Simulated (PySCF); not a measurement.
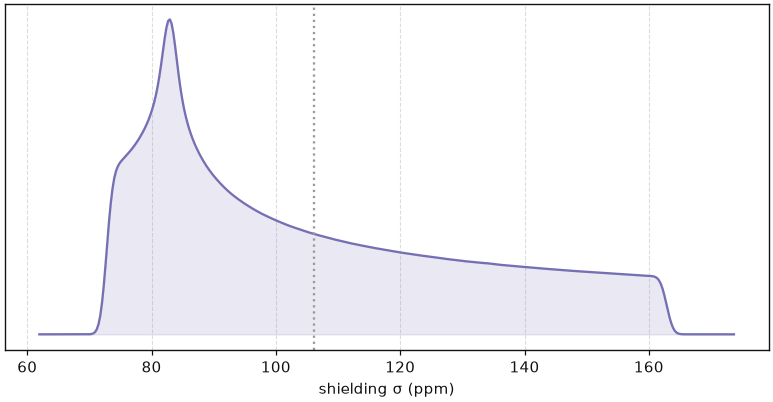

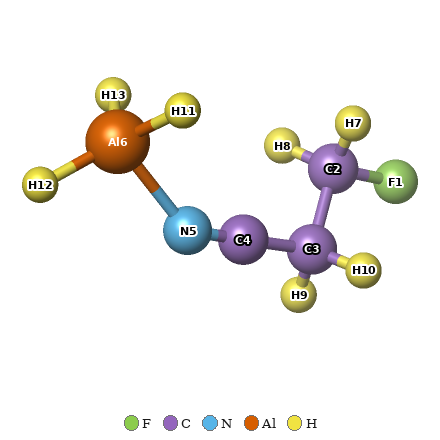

Static powder pattern (¹³C) from GIAO shielding tensors of C₃H₇AlFN, SMILES FCCC#[N+][AlH3-], singlet, PBE0/pcSseg-1 in PySCF, at a GFN2-xTB geometry (no frequency check); absolute shielding, one fixed geometry of the isolated molecule without any motion, no dipolar terms. The dotted line is the isotropic value; skew is 3(σiso − σ22)/span.

**The pattern belongs to C2. Give the principal values, span and skew.**

C2: σ11, σ22, σ33 = 73, 83, 163 ppm, isotropic 106, span 90 ppm, skew 0.77.

Caveats: the tight-binding geometry is rougher than a DFT one and adds to the error; one conformer of a flexible molecule.
